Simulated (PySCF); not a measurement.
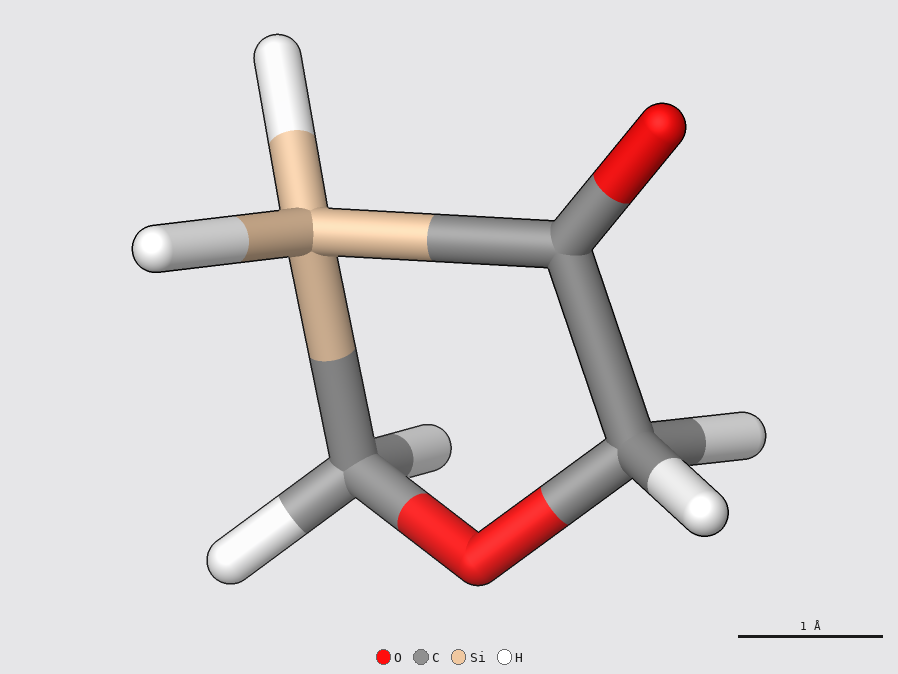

The picture shows a molecular structure as a stick model. Every bond is drawn as one stick, whatever its order.

The computed structure is the end point of a PBE0-D3(BJ)/def2-SVP optimisation. No frequency run is at hand to confirm it as a minimum.

What is the molecular formula?

C₃H₆O₂Si, 12 atoms: 3 carbon, 6 hydrogen, 2 oxygen and 1 silicon.

How many bonds of each kind are drawn?

4 C–H, 3 C–O, 2 C–Si, 2 Si–H, 1 C–C.

Name functional groups in it.

Among them: ether, Si–H bond.

Write the SMILES.

O=C1COC[SiH2]1

More results for the same structure follow; atom numbers are the same in all pictures, views and colours differ.

Shape

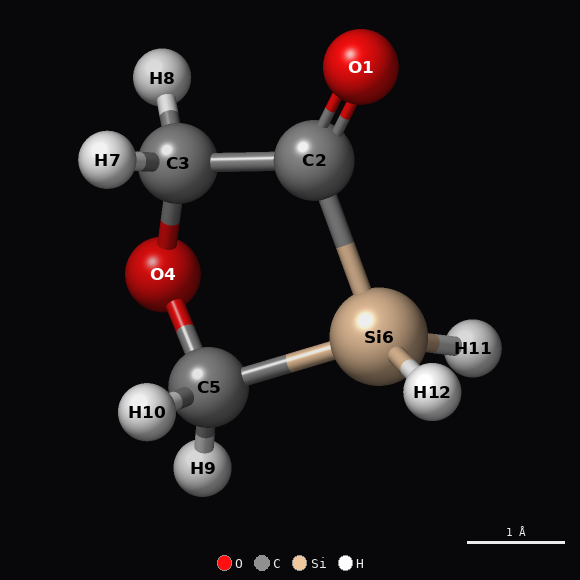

The atoms are numbered. No frequency run is at hand to confirm it as a minimum.

How are the neighbours of atom 2 arranged?

C2 has 3 neighbours (O1 at 1.20, C3 at 1.53, Si6 at 1.95 Å); the arrangement is trigonal planar.

How are the neighbours of atom 3 arranged?

C3 has 4 neighbours (C2 at 1.53, O4 at 1.40, H7 at 1.11, H8 at 1.10 Å); the arrangement is tetrahedral.

What is the geometry at O4?

O4 has 2 neighbours (C3 at 1.40, C5 at 1.42 Å); the arrangement is bent.

Describe the coordination of atom 5.

C5 has 4 neighbours (O4 at 1.42, Si6 at 1.90, H9 at 1.10, H10 at 1.11 Å); the arrangement is tetrahedral.

What is the dihedral angle C2–C3–O4–C5?

47° in size, that is gauche.

NMR shielding

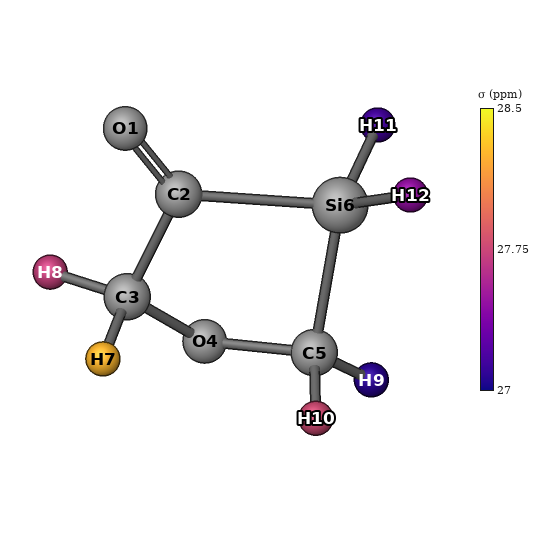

Atoms are coloured by their isotropic NMR shieldings (H only, the others grey). No frequency run is at hand to confirm it as a minimum. Method: GIAO PBE0/6-311+G(2d,p) NMR shielding, non-relativistic, gas phase (PySCF 2.14.0).

Which H atom is the most shielded (lowest chemical shift)?

H7 (28.26 ppm).

Which H atom is the least shielded (highest chemical shift)?

H9 (27.08 ppm).

How wide is the range of H shifts?

1.18 ppm.

List the isotropic NMR shieldings of the H atoms.

```
atom  σ (ppm)
  H7    28.26
  H8    27.72
  H9    27.08
 H10    27.78
 H11    27.16
 H12    27.47
```

Charges

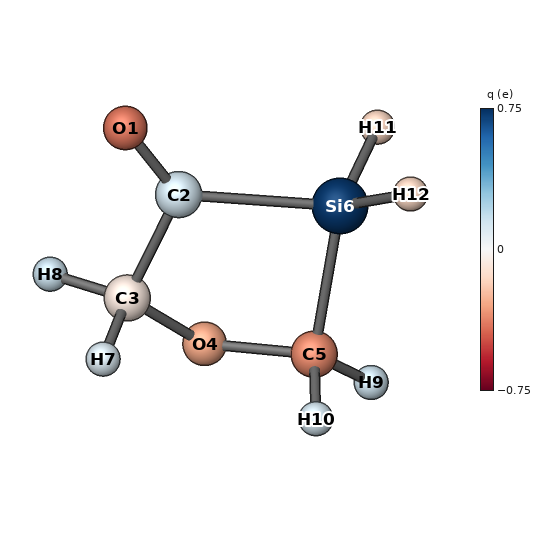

Atoms are coloured by their Mulliken charges. No frequency run is at hand to confirm it as a minimum. Method: PBE0/IGLO-III, gas phase (PySCF 2.14.0).

List the Mulliken charges.

```
atom  value (e)
  O1      −0.40
  C2       0.14
  C3      −0.07
  O4      −0.28
  C5      −0.36
 Si6       0.72
  H7       0.11
  H8       0.16
  H9       0.15
 H10       0.13
 H11      −0.15
 H12      −0.15
```

Dipole moment

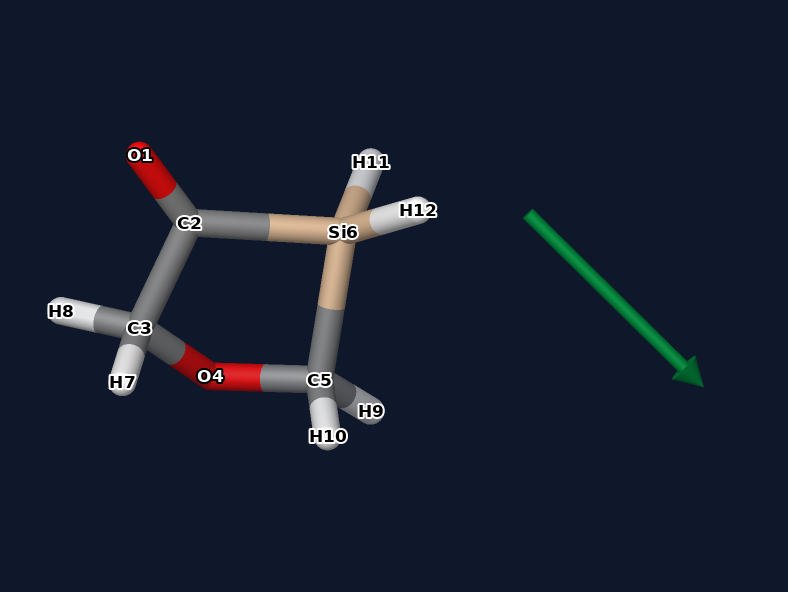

The arrow beside the molecule shows the direction of the dipole moment, from the negative to the positive end (its length means nothing). No frequency run is at hand to confirm it as a minimum. Properties computed with PBE0/def2-SVPD, gas phase (PySCF 2.14.0).

How large is the dipole moment?

2.44 D; it points from the side of O1 to the side of H9 (the outermost atoms at the two ends).

Excitation

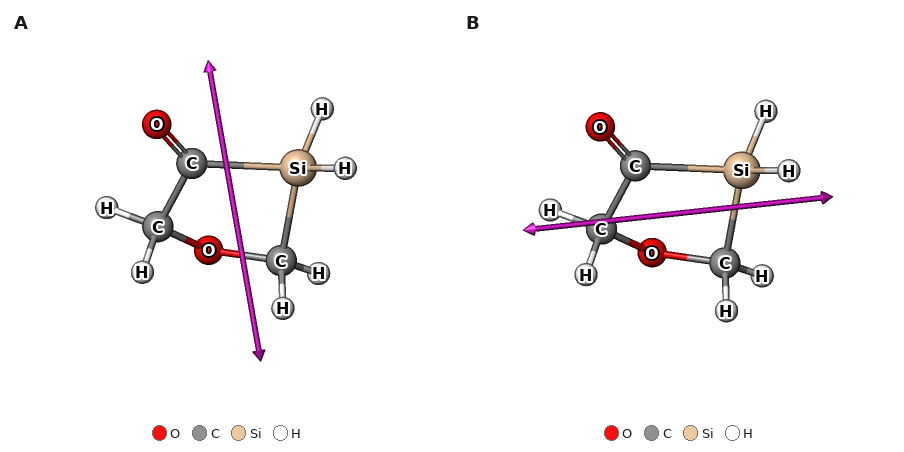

The double arrows show the directions of two transition dipoles from the ground state (lengths mean nothing). No frequency run is at hand to confirm it as a minimum. Method: TDDFT PBE0/def2-SVP, vertical, gas phase, core orbitals frozen in the response (PySCF 2.14.0).

One belongs to singlet state 6 and one to singlet state 8. Which is which?

A: state 6, 7.26 eV (171 nm), oscillator strength 0.038, mainly HOMO−1 → LUMO+1 (weight 0.66).
B: state 8, 7.63 eV (163 nm), oscillator strength 0.099, mainly HOMO−3 → LUMO (weight 0.80).

Mulliken values depend strongly on the basis set and can even reverse the polarity of a bond.
